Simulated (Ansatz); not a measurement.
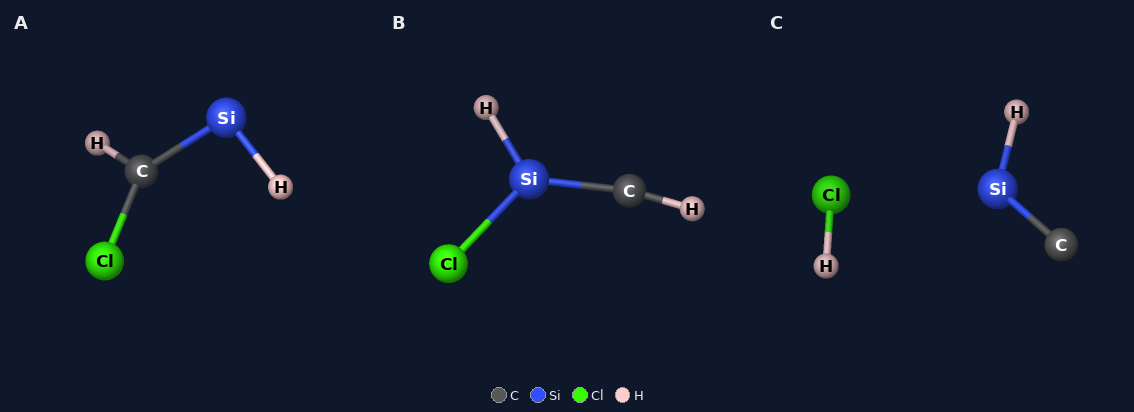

3 stationary structures of one formula. The species is neutral and a spin doublet. Geometries: PBE-D4/def2-SVP. Electronic energies: PBE-D4/def2-SVP (Ansatz 0.2.0), without zero-point energy. No frequency run is at hand to confirm each as a minimum.

Which structure is the most stable?

Answer. B is lowest (Cs); A lies 0.396 eV above it (C1), C lies 3.860 eV above it.
